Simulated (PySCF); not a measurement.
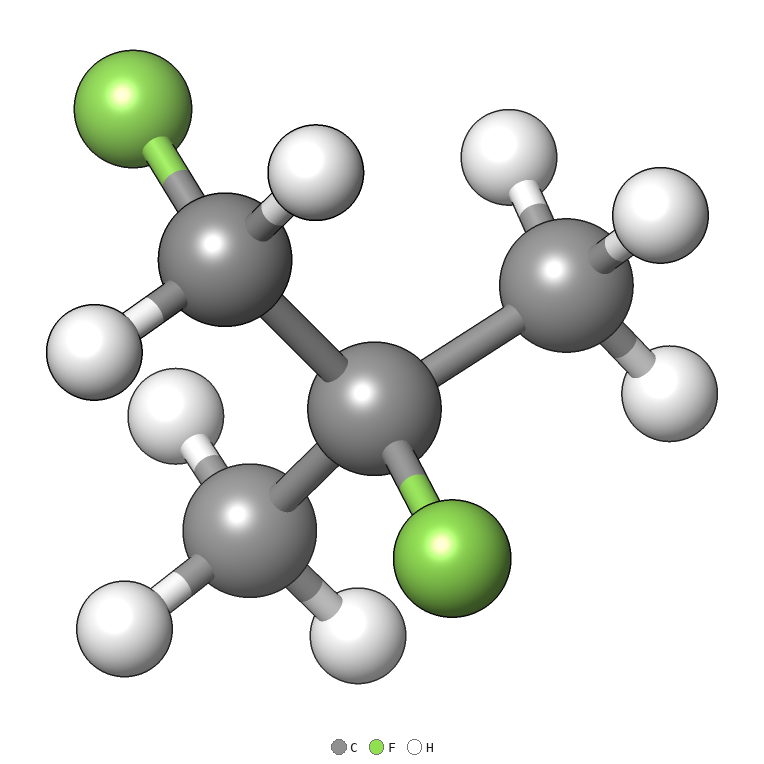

Ball-and-stick drawing of a structure. Every bond is drawn as one stick, whatever its order.

The geometry was computed by an optimisation with GFN2-xTB. No frequency run is at hand to confirm it as a minimum.

Which formula does it have?

Answer. C₄H₈F₂, 14 atoms: 4 carbon, 8 hydrogen and 2 fluorine.

Does it have rings?

Answer. It has no ring.

Write the SMILES.

Answer. CC(C)(F)CF

Count the bonded pairs by element.

Answer. 8 C–H, 3 C–C, 2 C–F.

More results for the same structure follow; atom numbers are the same in all pictures, views and colours differ.

## Shape

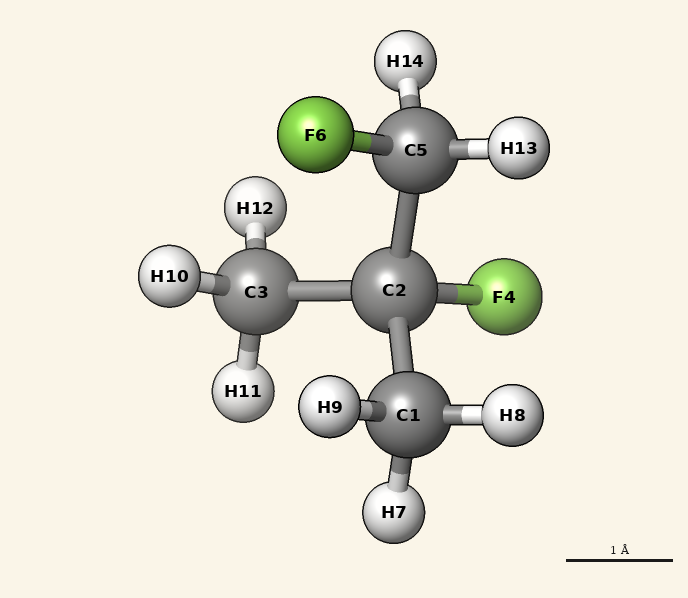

Atoms carry their numbers in the input. No frequency run is at hand to confirm it as a minimum.

What is the geometry at C1?

Answer. C1 has 4 neighbours (C2 at 1.52, H7 at 1.09, H8 at 1.09, H9 at 1.09 Å); the arrangement is tetrahedral.

Describe the coordination of atom 3.

Answer. C3 has 4 neighbours (C2 at 1.52, H10 at 1.09, H11 at 1.09, H12 at 1.09 Å); the arrangement is tetrahedral.

Describe the coordination of atom 5.

Answer. C5 has 4 neighbours (C2 at 1.54, F6 at 1.37, H13 at 1.09, H14 at 1.09 Å); the arrangement is tetrahedral.

What is the geometry at C2?

Answer. C2 has 4 neighbours (C1 at 1.52, C3 at 1.52, F4 at 1.40, C5 at 1.54 Å); the arrangement is tetrahedral.

What is the dihedral angle C3–C2–C5–F6?

Answer. 65° in size, that is gauche.

## Dipole moment

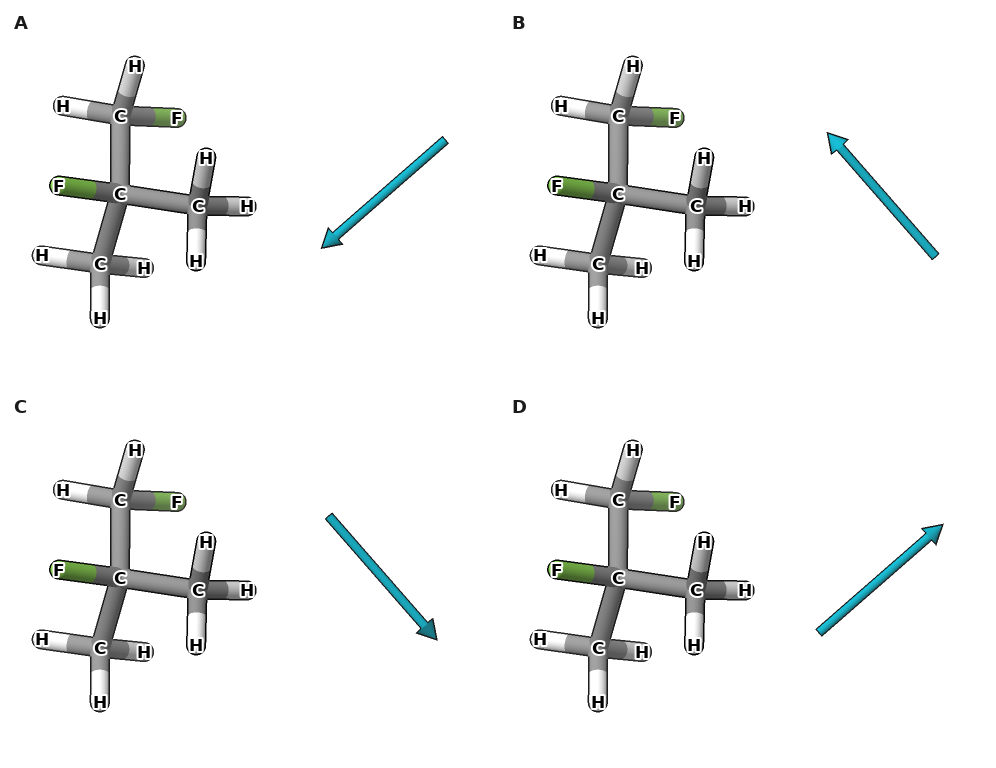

The same molecule four times, each with an arrow. No frequency run is at hand to confirm it as a minimum. Properties computed with CAM-B3LYP/def2-SVPD, gas phase (PySCF 2.14.0).

Which arrow points along the dipole moment, from the negative to the positive end?

Answer. C. The dipole moment is 0.55 D.

## Polarisability

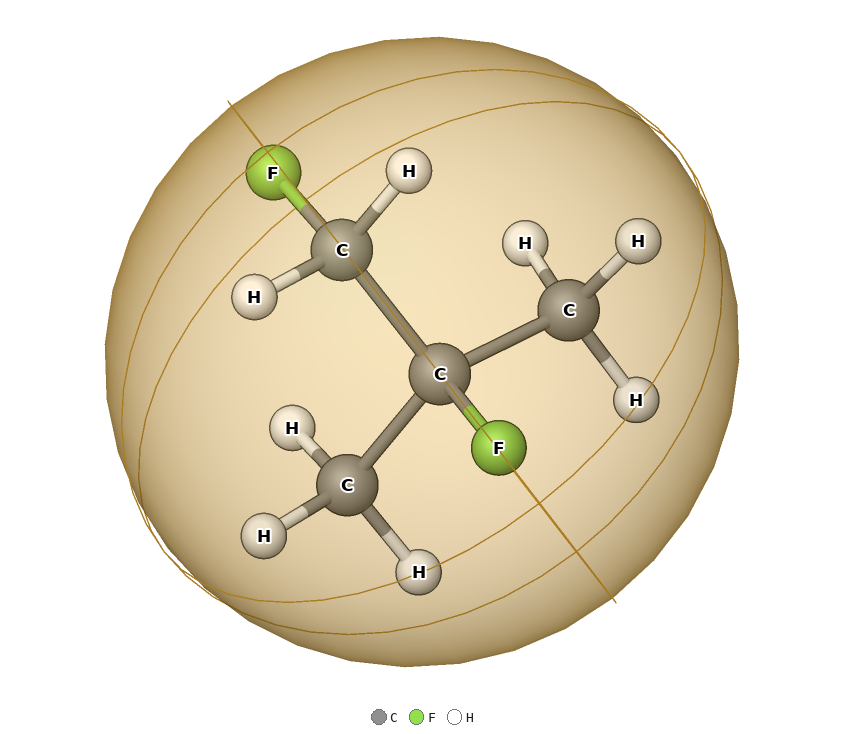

The ellipsoid shows the static dipole polarisability: its half-axes are proportional to the principal values. No frequency run is at hand to confirm it as a minimum. Method: CAM-B3LYP/def2-SVPD (PySCF 2.14.0).

How large and how anisotropic is the polarisability?

Answer. Principal values 49.2, 52.6, 52.8 bohr³; mean 51.5 bohr³ (7.64 Å³); anisotropy 3.5 bohr³, so the longest axis is 1.07 times the shortest.

## Excitation

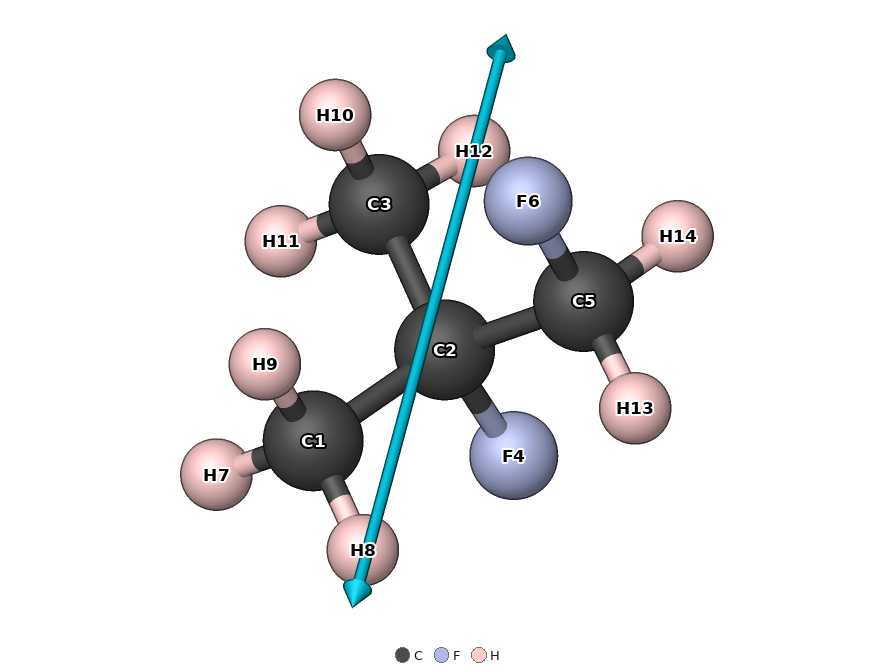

The double arrow shows the direction of the transition dipole to excited singlet state 2 (its length means nothing). No frequency run is at hand to confirm it as a minimum. Level of theory: TDDFT CAM-B3LYP/def2-SVPD, vertical, gas phase, core orbitals frozen in the response (PySCF 2.14.0).

Give its energy, strength and character.

Answer. 9.21 eV (135 nm), oscillator strength 0.055, mainly HOMO−1 → LUMO (weight 0.73); transition dipole 1.25 D.
